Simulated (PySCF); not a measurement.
Vertical excitations of a molecule C₂H₃O₂, multiplicity 2 from TDA-PBE/def2-SVPD (PySCF), as energy in eV (oscillator strength): 3.81 (0.000), 3.92 (0.072), 5.11 (0.010), 5.45 (0.000), 5.65 (0.007), 5.80 (0.000), 5.83 (0.076), 6.09 (0.002), 6.18 (0.001), 6.41 (0.001). Geometry optimised at B3LYP-D3(BJ)/def2-SVP. The values are those of a single conformer.

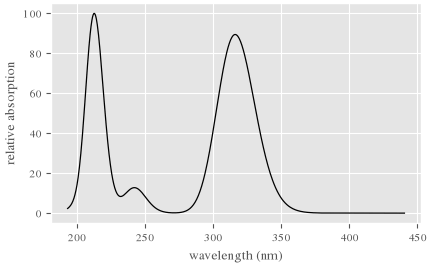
The lines broadened by 0.4 eV.

Problem. Pick the molecule that these values belong to.
A) CC([O])=O
B) CO[C]=O
C) [CH2]OC=O
D) [CH2]C(=O)O

Solution. C, [CH2]OC=O
